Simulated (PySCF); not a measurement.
H4Si, SMILES [SiH4].

The structure is a stationary point at TPSSh-D3(BJ)/def2-TZVPD.

Lowest vertical singlet excitation by several levels in PySCF, with rough processor times relative to the cheapest run on one machine. Each run also gave further roots (ADC and EOM-CCSD ionised and attached states too); roots are paired by order and the bases differ. EOM-CCSD serves as a yardstick, not as the true value; all levels that ended soundly for this molecule are listed, with differences from unrounded values.

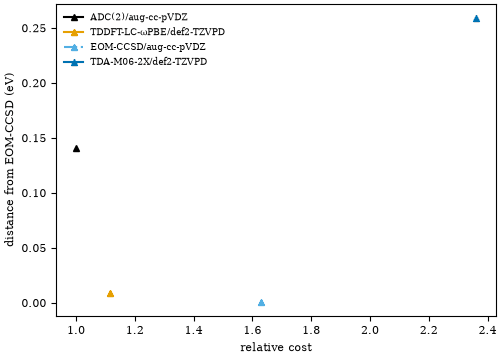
Figure: Cost against distance from EOM-CCSD for the lowest singlet.

```csv
level,relative cost,S1 (eV),S1 minus EOM-CCSD (eV)
ADC(2)/aug-cc-pVDZ,1,9.50,0.14
TDDFT-LC-ωPBE/def2-TZVPD,1,9.35,-0.01
EOM-CCSD/aug-cc-pVDZ,2,9.36,0.00
TDA-M06-2X/def2-TZVPD,2,9.10,-0.26
```
